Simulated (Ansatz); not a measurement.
ZrO2 (fluorite), conventional cell a = b = c = 5.089 Å, α = β = γ = 90.00°. The calculation uses the primitive cell of 3 atoms, to which meshes and values per cell refer.

E(V) scan at fixed shape, V₀ the volume above. Symmetry pins the atoms to their sites.

The numbers are results of r2SCAN (plane waves to 500 eV, PAW, scalar-relativistic; Ansatz, a program for electronic structure), not measurements. k mesh 12×12×12 (Γ-centred), Fermi-Dirac smearing 0.05 eV. E stands for the smeared free energy. This is a high-temperature form of ZrO2. ZrO2 is run without spin polarisation. ZrO2 was relaxed with its symmetry unable to fall. ΔE is measured from the relaxed starting cell.

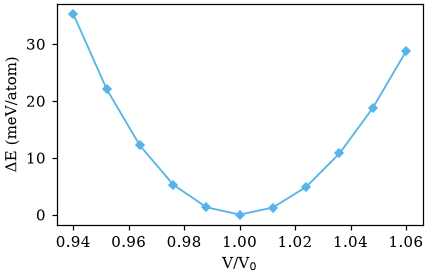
*ΔE (meV/atom) against V/V₀; one marker a computed point.*

**Question.** What is ΔE at V/V₀ = 1.060?

**Answer.** About 29 meV/atom.

**Question.** What is ΔE at V/V₀ = 0.940?

**Answer.** About 35 meV/atom.

**Question.** What bulk modulus B₀ follows from a third-order Birch-Murnaghan fit?

**Answer.** About 260 GPa.

(Under strain, the slope of the energy per volume gives the stress and its curvature an elastic modulus.)
